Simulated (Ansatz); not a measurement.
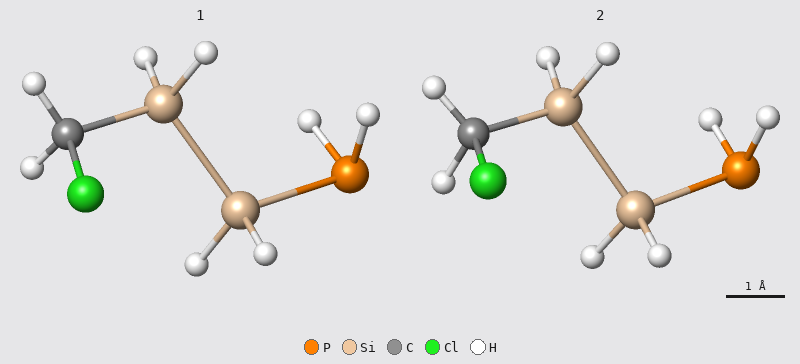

Two geometries of CH8ClPSi2, drawn at one scale. One is the start of a relaxation, the other its converged end. Style: ball-and-stick. Shown at a tilt.

The calculation used RKS PBE-D4/cc-pVDZ (Ansatz). Settings: no spin polarisation; force threshold 0.015 eV/Å; at most 40 steps.

Which geometry has the lower energy?

Structure 1 is the relaxed one. The run prepares an end point of a later path (inversion) calculation, from a guessed geometry. After 7 geometry steps the energy has fallen by 60.3 kJ/mol. The largest force component goes from 3.7 to 0.0082 eV/Å. The largest move after the best rigid fit is that of an H atom, 0.32 Å. Largest moves by element: H 0.32 Å, Cl 0.26 Å, P 0.18 Å, C 0.10 Å, Si 0.09 Å. Among the contacts that change: C–Si 1.803 → 1.919 Å, C–H 1.201 → 1.108 Å, H–P 1.356 → 1.447 Å, P–Si 2.214 → 2.298 Å. Bond angles that change, for instance: Si–P–H 100.3° → 93.4°, H–P–H 98.3° → 92.4°, H–Si–H 103.7° → 108.4°. The run took 30 s on 2 threads of Arm Neoverse V2, on a shared host, peak memory 0.2 GiB.
